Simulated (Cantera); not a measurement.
Feed: 1 mol MgSO₄, a varied amount of CO₂, 0.076 mol H₂O, at 1477 °C and 87.0 Pa.

Equilibrium computed with Cantera from the NASA thermochemical tables; the gas is ideal and each condensed phase is pure. Candidate condensed phases: C, C₆H₆, C₇H₈, C₈H₁₈, H₂O, H₂SO₄, Mg, MgCO₃, MgO, Mg(OH)₂, MgS, MgSO₄, S; 130 gas species. The numbers say what is thermodynamically allowed, not how fast it happens.

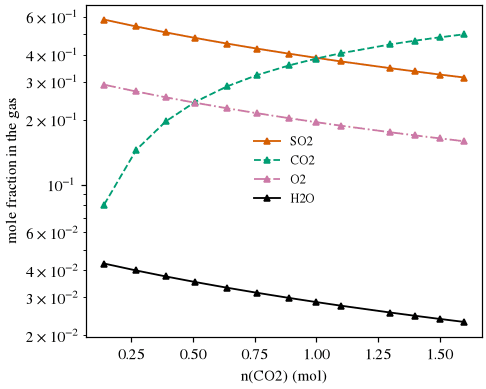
Equilibrium gas composition (values under 1e-9 drawn at 1e-9)

From 0.14 mol CO₂ to 1.6 mol CO₂ the condensed part is MgO(s). The main Mg-bearing gas is Mg throughout.
